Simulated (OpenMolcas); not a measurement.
# singlet SnSiH5O− at 6 levels

Wanted: a comparison of 6 runs (HF/STO-3G, B2PLYP/def2-SVPD, M06-2X/def2-SVPD, PBE0/def2-SVPD, SVWN5/def2-SVPD, TPSS/def2-SVPD) of singlet SnSiH5O−. 

The calculation is run with OpenMolcas 26.06.

## 1. The structure to begin with

SnSiH5O−: 8 atoms, total charge -1, spin state singlet. SMILES of the parent species: `[SiH3][O][SnH2]`. Geometry: relaxed at PBE0-D4/def2-TZVP. This is one conformer, not always the lowest. That shape belongs to the parent species and isn't relaxed for this state.

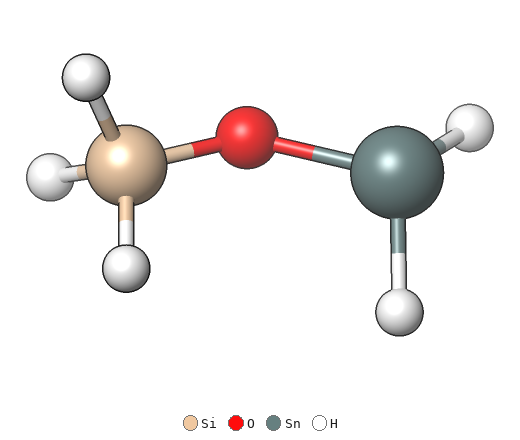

The structure, seen from a chosen angle (silicon light orange, oxygen red, tin teal, hydrogen white).

## 2. The energy at HF/STO-3G (run 1)

Contents of struct.xyz:

```xyz
8

Si    -0.737900     1.075100    -0.480800
O      0.586900     0.306200     0.078800
Sn     0.956500    -1.332100     1.108000
H     -1.877900     0.127700    -0.658800
H     -0.424600     1.696400    -1.794600
H     -1.173500     2.142300     0.461900
H      2.665400    -1.489100     0.950500
H      0.097400    -2.583700     0.279200
```

Contents of job.input:

```
&GATEWAY
  BasLib = $CurrDir
  Coord = struct.xyz
  Basis = STO-3G
  Group = NoSym

&SEWARD

&SCF
  Charge = -1
  Thresholds = 1e-10 1e-07 1e-07 1e-05
  PrOrbitals = 1 1
```

The basis set STO-3G is read from a file made from the Basis Set Exchange's data (not shown).

Started as:

```
export MOLCAS_MEM=1860
pymolcas job.input > job.log
```

Standard output:

```text
--- Start Module: gateway ---
[...]
--- Stop Module: gateway /rc=_RC_ALL_IS_WELL_ ---
--- Start Module: seward ---
[...]
      Basis functions           46
--- Stop Module: seward /rc=_RC_ALL_IS_WELL_ ---
[...]
--- Start Module: scf ---
[...]
       Convergence after  15 Iterations
[...]
::    Total SCF energy                              -6325.4775901501
[...]
      Total spin, S                                     0.0000000000
[...]
      Total electronic charge=   78.000000
      Total            charge=   -1.000000
[...]
      Dipole Moment (debye):
      Origin of the operator (angstrom)=    0.6081   -0.7392    0.7098
                   X= -4.2318E-01               Y=  4.3711E-01               Z= -1.4483E+00           Total=  1.5709E+00
      Center of Charge (angstrom)
[...]
--- Stop Module: scf /rc=_RC_ALL_IS_WELL_ ---
[...]
```

Run time: 4.2 s. Hardware: 1 thread of AMD EPYC 7R43 (Zen 3), shared host; peak memory 0.38 GiB.

## 3. A single-point energy at B2PLYP/def2-SVPD (core potential) (run 2)

Contents of mol.xyz:

```xyz
8

Si    -0.737900     1.075100    -0.480800
O      0.586900     0.306200     0.078800
Sn     0.956500    -1.332100     1.108000
H     -1.877900     0.127700    -0.658800
H     -0.424600     1.696400    -1.794600
H     -1.173500     2.142300     0.461900
H      2.665400    -1.489100     0.950500
H      0.097400    -2.583700     0.279200
```

Contents of calc.inp:

```
* H5OSiSn Kohn-Sham DFT

&GATEWAY
  BASLIB
  $CurrDir
  COORD
  mol.xyz
  BASIS
  def2-SVPD
  GROUP
  NoSym

&SEWARD
  GRIDINPUT
  Grid=UltraFine
  End of Grid

&SCF
  CHARGE
  -1
  KSDFT
  B2PLYP_SCF
  THRESHOLDS
  1e-10 1e-07 1e-07 1e-05
  PRORBITALS
  0

&MBPT2
  FROZEN
  10
```

The basis set def2-SVPD is read from a file made from the Basis Set Exchange's data (not shown).

Started as:

```
export MOLCAS_MEM=1860
pymolcas calc.inp > calc.log
```

Standard output:

```text
--- Start Module: gateway ---
[...]
--- Stop Module: gateway /rc=_RC_ALL_IS_WELL_ ---
[...]
      Basis functions          119
[...]
--- Start Module: scf ---
[...]
       Convergence after  20 Iterations
[...]
::    Total KS-DFT energy                            -581.3081057211
[...]
      Total spin, S                                     0.0000000000
[...]
      Total electronic charge=   50.000000
      Total            charge=   -1.000000
[...]
      Dipole Moment (debye):
      Origin of the operator (angstrom)=    0.6081   -0.7392    0.7098
                   X= -3.7573E-01               Y=  5.2557E-01               Z= -1.0492E+00           Total=  1.2321E+00
      Center of Charge (angstrom)
[...]
--- Stop Module: scf /rc=_RC_ALL_IS_WELL_ ---
[...]
--- Start Module: mbpt2 ---
[...]
 ###    WARNING: MP2 implementation intended for RHF references only         ###
 ###############################################################################
MBPT2 WARNING: Reference function according to RunFile:KS-DFT
I'll assume you know what you're doing and continue
WARNING!
Default frozen orbitals as non valence orbitals is overwritten by user input.
Default values:   3
[...]
       Reference weight ( Cref**2 )         =        0.78544
::    Total MBPT2 energy                             -581.8547494537
[...]
      Total MBPT2 calculations                           1.26      1.44
--- Stop Module: mbpt2 /rc=_RC_ALL_IS_WELL_ ---
[...]
```

Run time: 84 s. Hardware: 1 thread of AMD EPYC 7R43 (Zen 3), shared host; peak memory 0.75 GiB.

Runs 3 to 4 aren't shown in full; the table further down has their settings and results.

## 4. A single-point energy at SVWN5/def2-SVPD (core potential) (run 5)

Contents of test.input:

```
&GATEWAY
  BasLib=$CurrDir
  BasisSet
  Si.def2-SVPD....
  Si1 -0.737900 1.075100 -0.480800 angstrom
  End of Basis
  BasisSet
  O.def2-SVPD....
  O2 0.586900 0.306200 0.078800 angstrom
  End of Basis
  BasisSet
  Sn.def2-SVPD....
  Sn3 0.956500 -1.332100 1.108000 angstrom
  End of Basis
  BasisSet
  H.def2-SVPD....
  H4 -1.877900 0.127700 -0.658800 angstrom
  H5 -0.424600 1.696400 -1.794600 angstrom
  H6 -1.173500 2.142300 0.461900 angstrom
  H7 2.665400 -1.489100 0.950500 angstrom
  H8 0.097400 -2.583700 0.279200 angstrom
  End of Basis

&SEWARD
  GridInput
  Grid=UltraFine
  End of Grid

&SCF
  Charge=-1
  KSDFT=SVWN5
  Thresholds=1e-10 1e-07 1e-07 1e-05
  PrOrbitals=1 1
```

The basis set def2-SVPD is read from a file made from the Basis Set Exchange's data (not shown).

Started as:

```
export MOLCAS_MEM=1860
pymolcas test.input > test.log
```

Standard output:

```text
--- Start Module: gateway ---
[...]
--- Stop Module: gateway /rc=_RC_ALL_IS_WELL_ ---
--- Start Module: seward ---
[...]
      Basis functions          119
--- Stop Module: seward /rc=_RC_ALL_IS_WELL_ ---
[...]
--- Start Module: scf ---
[...]
       Convergence after  21 Iterations
[...]
::    Total KS-DFT energy                            -579.8550734039
[...]
      Total spin, S                                     0.0000000000
[...]
      Total electronic charge=   50.000000
      Total            charge=   -1.000000
[...]
      Dipole Moment (debye):
      Origin of the operator (angstrom)=    0.6081   -0.7392    0.7098
                   X= -2.0329E-01               Y=  2.8505E-01               Z= -5.4267E-01           Total=  6.4581E-01
      Center of Charge (angstrom)
[...]
--- Stop Module: scf /rc=_RC_ALL_IS_WELL_ ---
[...]
```

Wall time 61 s (1 thread of AMD EPYC 7R43 (Zen 3), shared host); peak memory 0.75 GiB.

## 5. The energy at TPSS/def2-SVPD (core potential) (run 6)

Contents of coord.xyz:

```xyz
8

Si    -0.737900     1.075100    -0.480800
O      0.586900     0.306200     0.078800
Sn     0.956500    -1.332100     1.108000
H     -1.877900     0.127700    -0.658800
H     -0.424600     1.696400    -1.794600
H     -1.173500     2.142300     0.461900
H      2.665400    -1.489100     0.950500
H      0.097400    -2.583700     0.279200
```

Contents of run.inp:

```
&GATEWAY
 BasLib=$CurrDir
 Coord=coord.xyz
 Basis=def2-SVPD
 Group=NoSym

&SEWARD
 GridInput
 Grid=UltraFine
 End of Grid

&SCF
 Charge=-1
 KSDFT=2
 1.0 MGGA_X_TPSS
 1.0 MGGA_C_TPSS
 Thresholds=1e-10 1e-07 1e-07 1e-05
 PrOrbitals=1 1
```

The basis set def2-SVPD is read from a file made from the Basis Set Exchange's data (not shown).

Started as:

```
export MOLCAS_MEM=1860
pymolcas run.inp > run.log
```

Standard output:

```text
--- Start Module: gateway ---
[...]
--- Stop Module: gateway /rc=_RC_ALL_IS_WELL_ ---
--- Start Module: seward ---
[...]
      Basis functions          119
--- Stop Module: seward /rc=_RC_ALL_IS_WELL_ ---
[...]
--- Start Module: scf ---
[...]
       Convergence after  21 Iterations
[...]
::    Total KS-DFT energy                            -581.8798305278
[...]
      Total spin, S                                     0.0000000000
[...]
      Total electronic charge=   50.000000
      Total            charge=   -1.000000
[...]
      Dipole Moment (debye):
      Origin of the operator (angstrom)=    0.6081   -0.7392    0.7098
                   X= -2.2229E-01               Y=  3.9812E-01               Z= -8.0204E-01           Total=  9.2259E-01
      Center of Charge (angstrom)
[...]
--- Stop Module: scf /rc=_RC_ALL_IS_WELL_ ---
[...]
```

Run time: 100 s. Hardware: 1 thread of AMD EPYC 7R43 (Zen 3), shared host; peak memory 0.75 GiB.

## 6. The series

```csv
run,level,frozen core orbitals,integration grid,energy (Eh),HOMO energy (eV),LUMO energy (eV),HOMO–LUMO gap (eV),wall time
1,HF/STO-3G,–,–,-6325.477590,3.90,16.81,12.91,4.2 s
2,B2PLYP/def2-SVPD (core potential),10,UltraFine,-581.455700,-0.32,4.53,4.85,84 s
3,M06-2X/def2-SVPD (core potential),–,UltraFine,-581.800167,-0.53,4.21,4.74,1.7 min
4,PBE0/def2-SVPD (core potential),–,UltraFine,-581.718154,0.33,3.85,3.52,79 s
5,SVWN5/def2-SVPD (core potential),–,UltraFine,-579.855073,0.99,2.87,1.88,61 s
6,TPSS/def2-SVPD (core potential),–,UltraFine,-581.879831,1.10,3.34,2.24,100 s
```

## 7. Results

```
                                                    quantity          value
                                         run 6: total energy  -581.87983 Eh
                                          run 6: HOMO energy        1.10 eV
                                          run 6: LUMO energy        3.34 eV
run 6: HOMO–LUMO gap (to an unbound level, set by the basis)        2.24 eV
```

**Reading.** The HOMO–LUMO gap runs from 1.88 eV (SVWN5/def2-SVPD) to 12.91 eV (HF/STO-3G). The two ends differ in method and basis and core potential. The empty levels of an anion lie above zero and hang on the basis. For B2PLYP the log adds the whole second-order term; the table takes 0.27 of it, as the functional is defined. Totals of different functionals can't be ranked against each other. Some runs of one species differ in core potentials or relativity; totals across that change don't compare. In runs 1, 4, 5, 6 the HOMO lies above zero, so the outermost electron may be held by the basis alone. In run 1 the basis is minimal, so the values are rough. In run 1 relativity is left out where basis or elements ask for it. All runs together took 7.1 min, the longest 1.7 min.
